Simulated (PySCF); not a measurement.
## A study: H$_{6}$Si$_{2}$, SMILES `[SiH3][SiH3]`

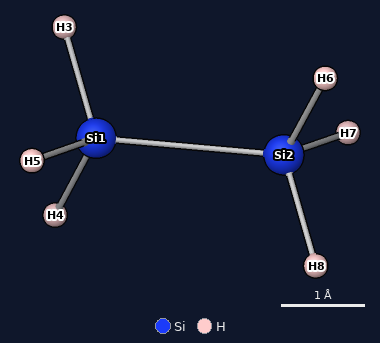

The molecule, with its atoms numbered as below. No frequency check shows the geometry to be a minimum.

Geometry (Å), atoms numbered from 1:

```
Si1     -1.1527    0.0003   -0.0001
Si2      1.1525    0.0001    0.0001
H3      -1.7147    0.9302   -0.9832
H4      -1.7103   -1.3225   -0.3124
H5      -1.7150    0.3867    1.2967
H6       1.7147    1.3170    0.3108
H7       1.7147   -0.3895   -1.2958
H8       1.7144   -0.9276    0.9853
```

## 1. Bonding charge

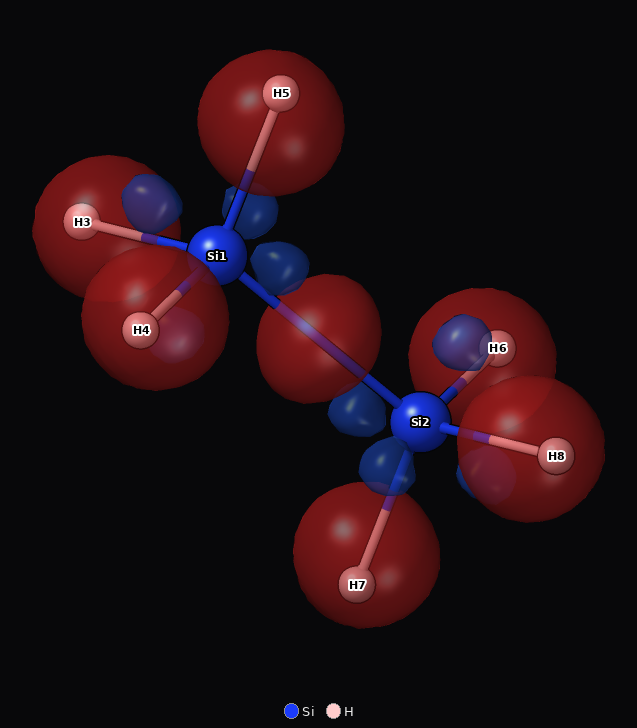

Deformation density (molecule less spherical, spin-averaged free atoms at the same positions), surfaces at ±0.11 e/Å³; red: gain, blue: loss.

PySCF calculation, PBE0/def2-TZVP, gas phase; geometry: GFN2-xTB.

How much density has each bond gained at its critical point, relative to the free atoms?

Answer. Si1–Si2: +0.27 e/Å³ at the bond critical point (bond length 2.31 Å, Mayer order 1.0). Si1–H3, Si1–H5, Si2–H6, Si2–H7 and 2 more like them: +0.21 e/Å³ at the bond critical point (bond length 1.47 Å, Mayer order 0.9). In all, 1.9 electrons gather in the regions of gain relative to the promolecule.

Where do the Hirshfeld charges lie?

Answer. The highest Hirshfeld charge is on Si1 and Si2 (+0.21 e), the lowest on H3, H4, H5, H6, H7 and H8 (−0.07 e).

## 2. Bond critical points

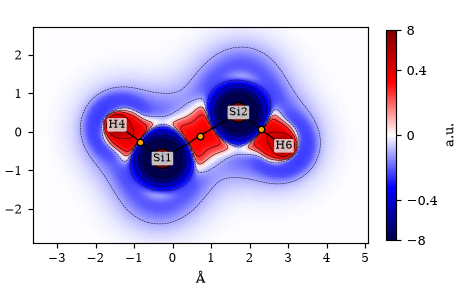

Negative Laplacian of the density (−∇²ρ) in the plane of Si1, Si2, H4 and H6 (red positive, blue negative, colour scale in a.u., logarithmic beyond ±0.04), with bond paths and bond critical points (dots).

At which bond critical points in this plane is charge locally concentrated, and at which depleted?

Answer. Concentrated (∇²ρ < 0): Si1–Si2 (−0.18 a.u.). Depleted (∇²ρ > 0): Si2–H6 and Si1–H4 (+0.20 a.u., H = −0.075). A positive Laplacian with clearly negative H marks a strongly polar covalent bond, whose critical point lies close to the core of the less electronegative atom.

## 3. Local ionisation energy

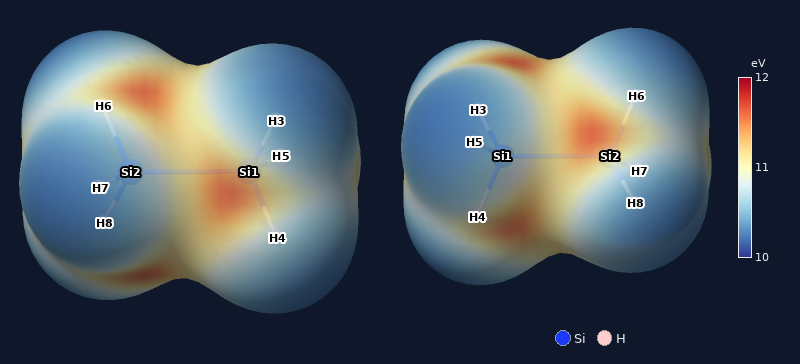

Average local ionisation energy on the surface of electron density 0.001 a.u. (back view left, front view right).

Where are the most loosely bound electrons on this surface?

Answer. The lowest value is 10.2 eV, 1.5 Å from H4, and at like points elsewhere. For comparison, the highest occupied orbital lies at −8.7 eV.

## 4. In an electric field

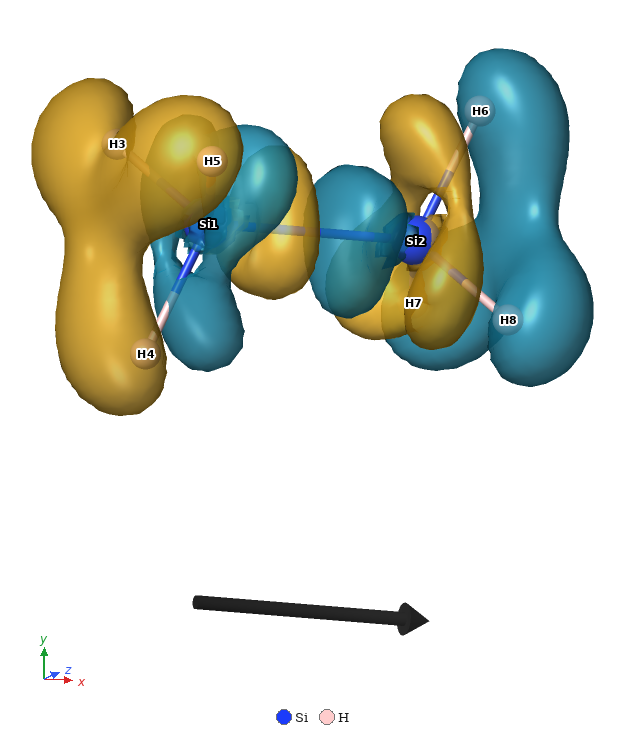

Change of the electron density in a uniform field of 0.21 V/Å along +x (arrow), surfaces at ±0.002 e/Å³ (yellow: gain, teal: loss).

Computed with PySCF, PBE0/def2-TZVP, geometry: GFN2-xTB. A basis without diffuse functions makes polarisabilities too small.

How large is the response?

Answer. The induced dipole is 0.71 D (along the field); α along this axis, from the fields in both directions, is 69 bohr³ (10.3 Å³).

Which atoms gain and lose the most charge?

Answer. Electrons gather most on Si1 (Hirshfeld charge changes by −0.009 e) and leave Si2 most (+0.009 e); 0.055 electrons are displaced in all.

## 5. Removing or adding an electron

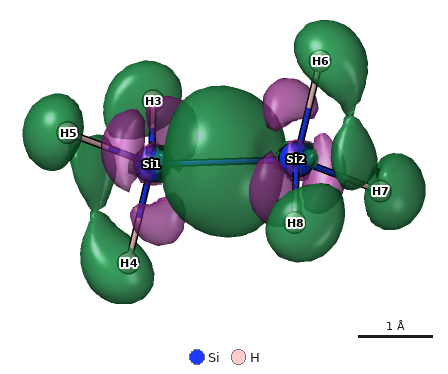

Fukui function f⁻ = ρ(N) − ρ(N−1) at fixed geometry, surfaces at ±0.03 e/Å³ (green positive, purple negative).

Computed with PySCF, PBE0/def2-TZVP, geometry: GFN2-xTB.

Which atoms respond most to the removal of an electron?

Answer. f⁻ (Hirshfeld-condensed) is largest on Si1 and Si2 (0.25 each); the vertical ionisation energy is 10.82 eV. Condensed values hint at sites of electrophilic attack but needn't mark the atom that reacts. Orbital relaxation makes it negative in places (0.17 e in all).

The PySCF runs shown took 3 s, 6.2 s and 33 s on 1 thread of AMD EPYC 9R45 96-Core Processor (Zen 5), with other jobs on the host.
